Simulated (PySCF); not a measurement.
# ZnSi (charge +1, doublet): what the fields show

```xyz
2

Zn    0.0000    0.0000   -0.7714
Si    0.0000    0.0000    1.7626
```

All numbers below come from PySCF, PBE0/x2c-SVPall, spin-free X2C-1e, Gaussian nucleus, at a bond length of 2.534 Å.

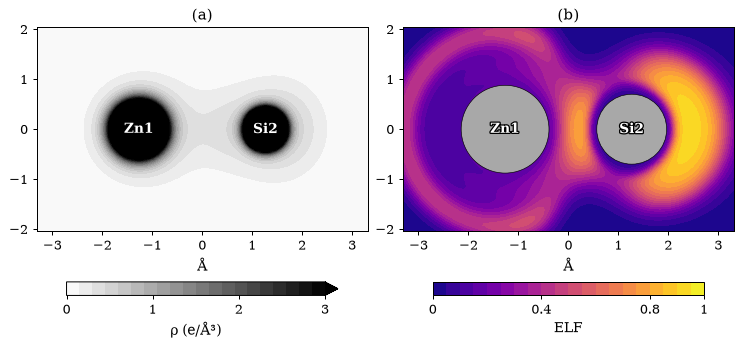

Figure 1. (a) total electron density; (b) ELF on a plane that holds the molecular axis. Grey discs cover the atomic cores in the ELF map.

### What do the fields say about this system?

- The section cuts through Zn and Si sites.
- Zn–Si (2.53 Å): ρ at the midpoint is about 0.34 e/Å³; the ELF peaks at about 0.80 in the valence shell of Si, 1.1 Å from its nucleus, and is about 0.65 at the midpoint.
- The ELF also peaks beside Si2, away from the bonds: non-bonding electrons, paired or unpaired.

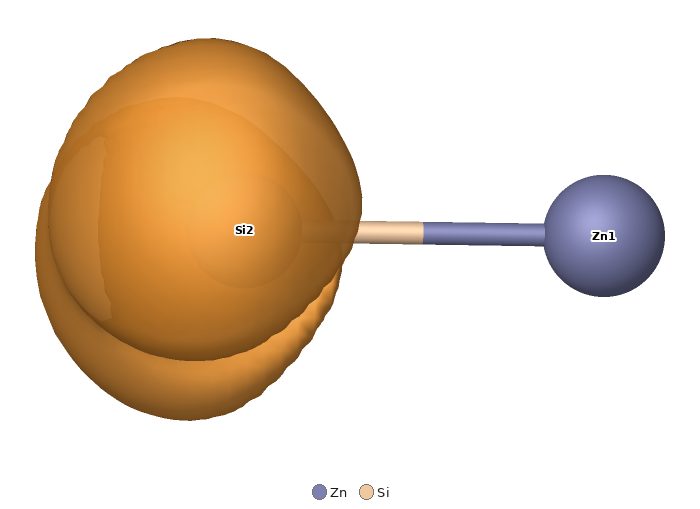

Figure 2. Isosurface of the electron localisation function at 0.9 (orange), seen from one side. Only the valence region is drawn (cores and ρ < 0.01 e/Å³ removed).

### Identify the bonds, lone pairs and shells in this picture.

At this value the surface marks out one ring or bowl of non-bonding electrons around Si.
